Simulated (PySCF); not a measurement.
**Run report: AsSF, frequency calculation**

- system: AsSF
- method: RKS-based PBE0, As def2-TZVP, S def2-TZVP, F def2-TZVP; non-relativistic Hamiltonian; density fitting (PySCF 2.14.0)

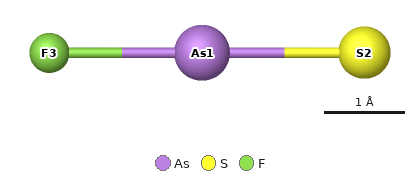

Fig. 1: The structure (ball-and-stick view, seen on its broad side; atoms are numbered from 1 in the order of the input). Bond lengths as drawn: As–F 1.92 Å and As–S 2.04 Å.

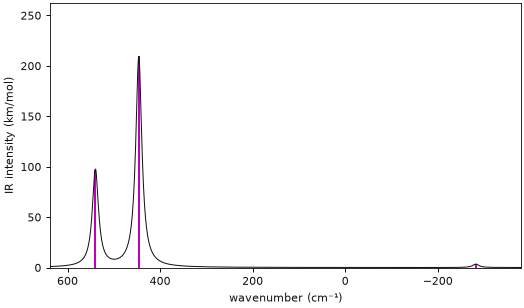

Fig. 2: Harmonic infrared spectrum, unscaled: sticks (degenerate modes added up, dark ones marked on the axis) with a Lorentzian envelope of 16 cm⁻¹ full width, scaled to the tallest stick; imaginary modes are drawn at negative wavenumbers. 4 modes from 282i to 540 cm⁻¹, 2 imaginary beyond 8i (282i, 282i cm⁻¹): not a minimum. The strongest line is at 446 cm⁻¹ (209 km/mol). All modes, in cm⁻¹ (km/mol): 282i (1.7), 282i (1.7), 446 (209), 540 (97).

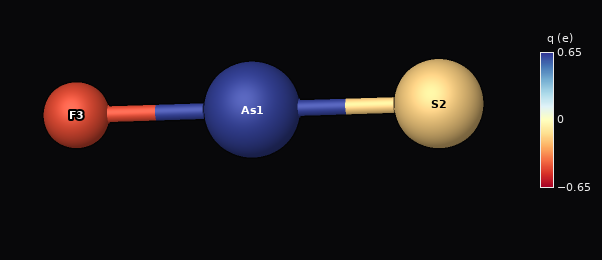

Fig. 3: Mulliken charges, as the colour of each atom (ball-and-stick view, seen at a tilt; atoms are numbered from 1 in the order of the input). By element: As +0.62, S −0.16 and F −0.46 e.

These pictures come from the run below.

### The input
```python
from pyscf import gto, scf, dft
mol = gto.M(atom='''
As     0.000000    -0.000000     0.229261
S      0.000000     0.000000    -1.814750
F      0.000000    -0.000000     2.149617''',
    basis={'As': 'def2-TZVP', 'S': 'def2-TZVP', 'F': 'def2-TZVP'},
    charge=0, spin=0)
mf = dft.RKS(mol, xc='PBE0')
mf.grids.atom_grid = (75, 302)
aux = {'As': 'def2-universal-JKFIT', 'S': 'def2-universal-JKFIT', 'F': 'def2-universal-JKFIT'}
mf = mf.density_fit(auxbasis=aux)
mf.conv_tol = 1e-09
mf.diis_space = 10
mf.max_cycle = 60
mf.verbose = 4
mf.kernel()
```

The script is an equivalent of the set-up of the self-consistent field. The run itself was carried out by a driver, which started from the orbitals of the step before it where there was one and computed the further properties.

Command:
```bash
OMP_NUM_THREADS=2 python axn.py task.json out
```

### Output
```
init E= -2733.41766642995
  HOMO = -0.269266561204077  LUMO = -0.148100674635382  gap/eV = 3.29709
cycle= 1 E= -2733.41766642955  delta_E= 3.98e-10  |g|= 4.06e-05  |ddm|= 4.35e-05
  HOMO = -0.269270057945157  LUMO = -0.148101314816944  gap/eV = 3.29717
cycle= 2 E= -2733.41766642552  delta_E= 4.03e-09  |g|= 0.000126  |ddm|= 0.000138
  HOMO = -0.269267462336458  LUMO = -0.148100639848974  gap/eV = 3.29712
cycle= 3 E= -2733.41766643001  delta_E= -4.48e-09  |g|= 4.64e-06  |ddm|= 0.000107
  HOMO = -0.269267381669145  LUMO = -0.148100730408809  gap/eV = 3.29711
cycle= 4 E= -2733.41766643  delta_E= 2.73e-12  |g|= 2.31e-07  |ddm|= 3.25e-06
  HOMO = -0.269267422981734  LUMO = -0.148100766556838  gap/eV = 3.29711
Extra cycle  E= -2733.41766643  delta_E= 2.73e-12  |g|= 2.48e-07  |ddm|= 4.48e-07
converged SCF energy = -2733.41766643
```

### Results in brief

- outcome: converged
- total energy: −2733.417666 hartree
- HOMO: −7.33 eV
- LUMO: −4.03 eV
- zero-point energy: 0.002246 hartree
- dipole moment: 2.23 D
- wavenumbers, lowest and highest: 282i and 540 cm⁻¹
- hardware: 2 threads of Intel Xeon @ 3.00GHz (Skylake/Cascade Lake), 16 GiB of memory available, shared host
- wall time: 30 s (CPU time 55 s)
- peak memory: 1.1 GiB
